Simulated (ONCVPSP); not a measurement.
| Item | Value |
| --- | --- |
| Element | Ca (Z = 20) |
| Generator | ONCVPSP 4.0.1 |
| Type | optimised norm-conserving Vanderbilt (ONCV) |
| Functional | PBEsol |
| Relativity | scalar-relativistic |
| Frozen core | [Ne] |
| Valence charge | 10 |
| Reference configuration | 3s2 3p6 4s1 (charge +1) |
| Partial waves | 3s+4s: rc 1.70 bohr, ncon 4, nbas 7, qcut 7.4 1/bohr, 2 projectors; 3p: rc 2.00 bohr, ncon 4, nbas 7, qcut 7.2 1/bohr, 2 projectors, debl 0.8 Ha; d scattering state at 0.07 Ha: rc 2.00 bohr, ncon 5, nbas 9, qcut 4.7 1/bohr, 2 projectors, debl 1.5 Ha; f scattering state at 0.05 Ha: rc 1.80 bohr, ncon 4, nbas 7, qcut 6.9 1/bohr, 2 projectors, debl 1 Ha |
| Local potential | polynomial inside 1.35 bohr (lpopt 5, dvloc0 0 Ha) |
| Core correction | none |

In the p channel the program set the typed energies aside and used -1.280, 0.250 Ha. In the d channel the program set the typed energies aside and used -0.306, 1.194 Ha.

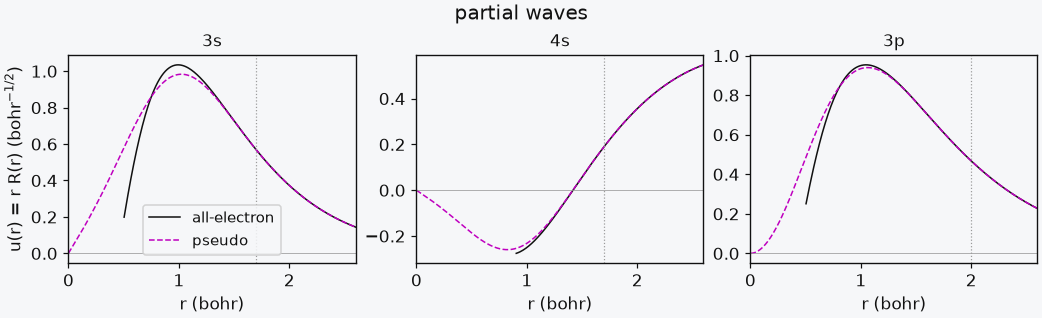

All-electron valence functions (solid) with their pseudo partners (dashed). Dotted lines mark the matching radii. The all-electron curves start outside the innermost oscillations, which aren't drawn.

Pseudo-waves: 3s has no node; 4s has a node at about 1.4 bohr; 3p has no node. A node in 4s is expected, since a lower shell of the same l is also in the valence and the two must stay orthogonal.

- Cutoffs needed: 18 Ha and 22 Ha (the cutoffs at which the residual kinetic energy of the hardest occupied pseudo-wave falls to 1 and 0.1 mHa per electron)
- Ghost test: no bound ghost flagged; no localised positive-energy state flagged
- Largest excitation error: -0.5 meV (all-electron minus pseudo) for 3s2 3p6 4s0, out of 4 test configurations
